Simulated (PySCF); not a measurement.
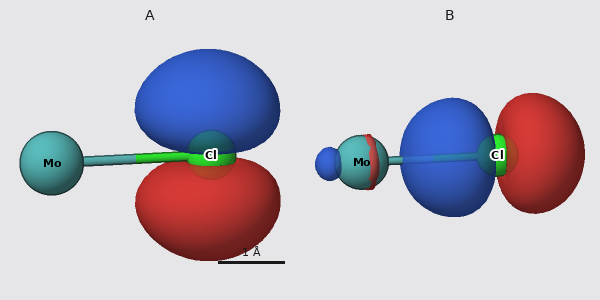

MoCl (charge −1, septet). Two frontier β-spin orbitals, each drawn at the value that holds 80 % of its norm (red and blue are the two phases), in no order; of a degenerate pair one member is drawn.

Core potentials replace the inner electrons of Mo.

These are results of PySCF, PBE0/def2-TZVPPD, non-relativistic Hamiltonian with scalar-relativistic core potentials where named, at a bond length of 2.523 Å, not measurements.

### Name the orbitals and rank them from lowest to highest energy.

Orbital B: σ, occupied in this spin, −3.95 eV; mainly on Cl (90 %).
Orbital A: π, occupied in this spin, −3.27 eV; mainly on Cl (95 %).
